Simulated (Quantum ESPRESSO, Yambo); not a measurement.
# A GW chain in Yambo: CdS (Hawleyite), part 3 of 3

Aim: the G0W0 gap of CdS (Hawleyite) on PBE, step by step.

Quantum ESPRESSO 7.5 and Yambo 5.3.0; PBE and many-body steps on it, plane waves. Known limits of the many-body steps: not at the basis limit; no spin-orbit coupling; coarse k mesh.

So far. Step 3 (Bands along the symmetry lines): The gap is 1.145 eV, as in the run before at this level. Step 4 (Empty states on the mesh, 4×4×4 mesh, 598 bands): On this mesh the gap is 1.145 eV.

**6. Screening and self-energy, 4×4×4 mesh, 598 bands, screening to 353.7 eV**

Now the one-shot GW correction: screening in the RPA, then the self-energy of the levels asked for.

This step: G0W0 on PBE, plane waves, norm-conserving pseudopotentials.

Contents of gw3.in:

```
HF_and_locXC
gw0
dyson
ppa
em1d
rim_cut
RandQpts= 1000000
RandGvec= 1 RL
EXXRLvcs= 94 Ry
VXCRLvcs= 376 Ry
Chimod= "HARTREE"
% BndsRnXp
 1 | 598 |
%
NGsBlkXp= 26 Ry
% LongDrXp
 1 | 1 | 1 |
%
% GbndRnge
 1 | 598 |
%
DysSolver= "n"
ExtendOut
PPAPntXp= 27.21138 eV
% QPkrange
 1 | 1 | 12 | 15 |
%
```

On the command line:

```console
OMP_NUM_THREADS=1 mpirun -n 8 yambo -F gw3.in -J gw3 -C gw3 > gw3.log
```

Output:

```text
 Yambo, version 5.3.0

 [02] CORE Variables Setup
 =========================

  [... cell, symmetries and grids as in the set-up ...]

  [02.05] Energies & Occupations
  ==============================

  [X] === General ===
  [X] Electronic Temperature                        :  0.000000  0.000000 [eV K]
  [X] Bosonic    Temperature                        :  0.000000  0.000000 [eV K]
  [X] Finite Temperature mode                       : no
  [X] El. density                                   :  0.52403E+24 [cm-3]
  [X] Fermi Level                                   :  6.982053 [eV]

  [X] === Gaps and Widths ===
  [X] Conduction Band Min                           :  1.144727 [eV]
  [X] Valence Band Max                              :  0.000000 [eV]
  [X] Filled Bands                                  :  13
  [X] Empty Bands                                   :    14   598
  [X] Direct Gap                                    :  1.144727 [eV]
  [X] Direct Gap localized at k                     :  1
  [X] Indirect Gap                                  :  1.144727 [eV]
  [X] Indirect Gap between kpts                     :  1  1
  [X] Last valence band width                       :  2.183509 [eV]
  [X] 1st conduction band width                     :  4.279643 [eV]

 [03] Transferred momenta grid and indexing
 ==========================================

 IBZ Q-points                                      :   8
 BZ  Q-points                                      :   64

 K/Q-points units:
 rlu = crystal or reduced units; cc = cartesian coordinates; iku = interal k-units

 Q [1]          [rlu]:  0.000000  0.000000  0.000000
 Q [2]          [rlu]: -0.40681E-17 -0.40681E-17  0.25000
 Q [3]          [rlu]:  0.81362E-17  0.81362E-17 -0.50000
 Q [4]          [rlu]: -0.62139E-17  0.25000      0.25000
 Q [5]          [rlu]: -0.38278E-17  0.25000      0.50000
 Q [6]          [rlu]:  0.81362E-17  0.25000     -0.25000
 Q [7]          [rlu]:  0.12428E-16 -0.50000     -0.50000
 Q [8]          [rlu]:  0.250000 -0.500000 -0.250000

 [04] Coloumb potential Random Integration (RIM)
 ===============================================

  [04.01] RIM initialization
  ==========================

  * Diagonal components only detected *

  8 x (sBL volume)        :  0.092606 [a.u.]
  sBZ random points       :  1000000
  Points outside the sBZ  :   7987327
  RL volume               :  0.740845 [a.u.]
  Integrated volume       :  0.742020 [a.u.]

  [04.02] RIM integrals
  =====================

  Gamma point sphere radius             :  0.082066 [a.u.]
  Points outside the sphere             :   799513
  [Int_sBZ(q=0) 1/q^2]*(Vol_sBZ)^(-1/3) =:  7.764325
                                 should be <:  7.795600

  Summary of Coulomb integrals for non-metallic bands |Q|[au] RIM/Bare

  Q [1] 0.100000E-4 0.995988 * Q [2] 0.246825 1.065884
  Q [4] 0.285009 1.064810 * Q [6] 0.403064 1.027704
  Q [5] 0.472634 1.020409 * Q [3] 0.493651 1.018308
  Q [7] 0.570019 1.014905 * Q [8] 0.637300 1.011860

 [05] Dipoles
 ============

  [05.01] Setup: observables and procedures
  =========================================

 [06] Dynamic Dielectric Matrix (PPA)
 ====================================

 [SLK-Inversion]  Pools        :  2
 [SLK-Inversion]  BLACS grid   :  2  2

 [WR./gw3//ndb.pp]---------------------------------------------------------------
  Brillouin Zone Q/K grids (IBZ/BZ)                :    8   64    8   64
  RL vectors                                       :   6183 [WF]
  Coulomb cutoff potential                         : none
  Electronic Temperature                           :  0.000000 [K]
  Bosonic    Temperature                           :  0.000000 [K]
  PPA    diel. fun.  energies                      : Perdew, Burke & Ernzerhof(X)+Perdew, Burke & Ernzerhof(C)
  wavefunctions                                    : Perdew, Burke & Ernzerhof(X)+Perdew, Burke & Ernzerhof(C)
  Global Gauge                                     : length
  X matrix size                                    :   821
  X band range                                     :     1   598
  X e/h energy range                               : -1.000000 -1.000000 [eV]
  X Time ordering                                  : R
  X Hxc Kernel                                     : HARTREE
  X Drude frequency                                :  0.000000  0.000000
  X poles                                          :  100.0000 [o/o]
  RL vectors in the sum                            :   6183
  [r,Vnl] included                                 : yes
  Field direction                                  :  0.577350E-5  0.577350E-5  0.577350E-5
  BZ energy Double Grid                            : no
  BZ energy DbGd points                            : 0
  BZ Q point size factor                           : -1.000000
  X Optical Averaged directions                    : none

 [07] Local Exchange-Correlation + Non-Local Fock
 ================================================

 [VXC] Plane waves :   41151
 [EXS] Plane waves :   5161

 QP @ state[ 1 ] K range:  1  1
 QP @ state[ 1 ] b range:  12  15

 [xc] Functional : Perdew, Burke & Ernzerhof(X)+Perdew, Burke & Ernzerhof(C)
 [xc] LIBXC used to calculate xc functional
  PP Number of Atomic Species                      :  2
  NLCC RL compoments                               :   41151
  PP Number of Atomic Species                      :  2
  NLCC RL compoments                               :   41151

 [xc] E_xc :  -17.59455 [Ha]
      E_xc :  -35.18910 [Ry]

  Local XC kind (lXC) : Perdew, Burke & Ernzerhof(X)+Perdew, Burke & Ernzerhof(C)
  Non-Local XC kind (nlXC) : Hartree-Fock

  Corrections @ K [1] :  [eV]
 <12|nlXC|12> = -18.34335 -0.22510E-17 <12|lXC|12> = -15.38910  0.14161E-15
 <13|nlXC|13> = -18.34341 -0.25956E-17 <13|lXC|13> = -15.38910 -0.94408E-16
 <14|nlXC|14> = -6.737010  0.54721E-17 <14|lXC|14> = -10.63635  0.94408E-16
 <15|nlXC|15> = -5.838178  0.49252E-17 <15|lXC|15> = -10.64223  0.23602E-16

 [08] Dyson equation: Newton solver
 ==================================

  [08.01] G0W0 (W PPA)
  ====================

  [  GW  ] Bands range     :     1   598
  [GW/PPA] G damping       :  0.100000 [eV]

  QP @ state[ 1 ] K range:  1  1
  QP @ state[ 1 ] b range:  12  15

   Sc/G bands                                       :     1   598
   Sc/G damping                                     :  0.100000 ev
   Sc bands terminator                              : no
   Sx RL components                                 :   5161

   QP @ state[ 1 ] K range                          :  1  1
   QP @ state[ 1 ] b range                          :  12  15
   GF energies kind                                 : Perdew, Burke & Ernzerhof(X)+Perdew, Burke & Ernzerhof(C)
   GF WF`s kind                                     : Perdew, Burke & Ernzerhof(X)+Perdew, Burke & Ernzerhof(C)
   Xs energies kind                                 : Perdew, Burke & Ernzerhof(X)+Perdew, Burke & Ernzerhof(C)
   Xs WF`s kind                                     : Perdew, Burke & Ernzerhof(X)+Perdew, Burke & Ernzerhof(C)

 [11] Game Over & Game summary
```

Run time: 19 min. Hardware: 8 MPI ranks of Arm Neoverse V2, shared host; peak memory 7 GiB.

Numbers from this step:

```yaml
g0w0_gap_on_the_points_computed: 2.244 eV
starting_gap_on_the_mesh: 1.145 eV
k_of_the_valence_top: 0, 0, 0
k_of_the_conduction_bottom: 0, 0, 0
least_direct_g0w0_gap_on_the_computed_points: 2.244 eV
z_at_the_valence_top: 0.7848
z_at_the_conduction_bottom: 0.8148
```

The gap on the mesh goes from 1.14 eV to 2.24 eV, a correction of +1.10 eV.

Limits: finite bands, cutoff and mesh; no spin-orbit coupling; coarse k mesh. v1 is the top filled band, c1 the lowest empty one. Levels before and after the correction, in eV, zero at the valence-band top of each column:

|  | conduction bottom | valence top |
| --- | --- | --- |
| Kohn-Sham | 1.14 | 0.00 |
| G0W0 | 2.24 | 0.00 |

|  | level | energy (eV) |
| --- | --- | --- |
| Kohn-Sham | Γ v2-v1 | 0.000 |
| Kohn-Sham | Γ c1 | 1.145 |
| Kohn-Sham | Γ c2 | 6.531 |
| G0W0 | Γ v2-v1 | 0.000 |
| G0W0 | Γ c1 | 2.244 |
| G0W0 | Γ c2 | 7.898 |

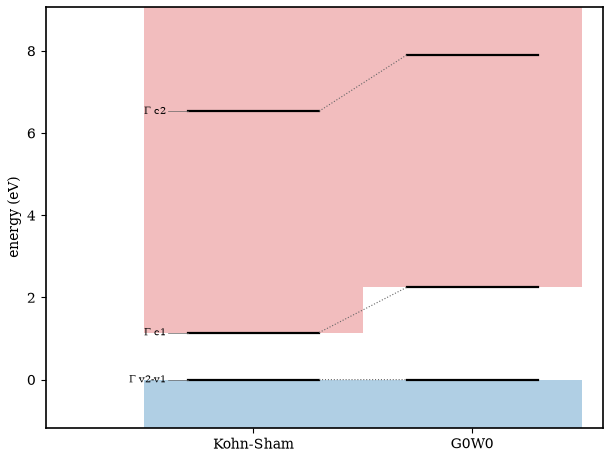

Levels before and after the correction. Shaded: valence and conduction bands.

**7. Where the time went**

Times are wall times on the hardware named with each run, good to a factor of about two.

| step | time | share | memory (GiB) |
| --- | --- | --- | --- |
| ground state | 4.3 s | 0 % | 0.66 |
| bands along the symmetry lines | 4.1 s | 0 % | 0.59 |
| empty states on the mesh | 81 s | 7 % | 1.9 |
| conversion and set-up | 2.5 s | 0 % | 0.25 |
| screening and self-energy | 19 min | 93 % | 7.0 |

**8. Summary of results**

```json
{"PBE gap": "1.14 eV, direct", "G0W0 gap on the mesh": "2.24 eV", "GW settings": "4×4×4 mesh, 598 bands, screening to 353.7 eV, Godby-Needs plasmon pole", "known limits": "not at the basis limit; no spin-orbit coupling; coarse k mesh"}
```

G0W0 moves the gap on the mesh from 1.14 eV to 2.24 eV (+1.10 eV), with Z of 0.78 and 0.81 at the edges. Only 1 of the mesh's irreducible points was corrected, so a valley elsewhere could overtake. The dearest step here is «screening and self-energy». Against experiment, by G0W0@PBE: the gap of 2.24 eV lies −0.18 eV from the measured 2.42 eV (optical, 1995). An exciton line or allowed optical edge lies below the quasiparticle gap by the binding energy; a forbidden edge can push the onset above it. The calculation has static nuclei and no excitons; a measured gap holds zero-point and thermal motion, which mostly lowers it. Bands and cutoff are finite, so the gap is not at the basis limit. The miss can reach some tenths of an eV and take either sign; the mesh is an error of its own. In the G0W0 run levels were corrected at 1 k point alone, so a gap called «on the mesh» is the least over those, and an edge elsewhere would be missed. The 4×4×4 mesh is coarse for this cell, which bears on the long-range parts of exchange and screening. The many-body steps are scalar-relativistic: spin-orbit coupling is not in them.

[Paths, hosts, dates, memory and timing lines, banners, echoed tables and standing remarks are left out of the program output.]

[Logs are printed without paths, hosts, clocks, repeated set-up lines and the standing remarks that a program may print on its own settings, such as how far it seeks lower states.]

[Runs of the session that timed out or met a known fault of the program may be left out.]

[Hosts, paths, dates, database ids (printed as entryN), source tags and the programs' standing remarks are cut or masked in the printed files.]
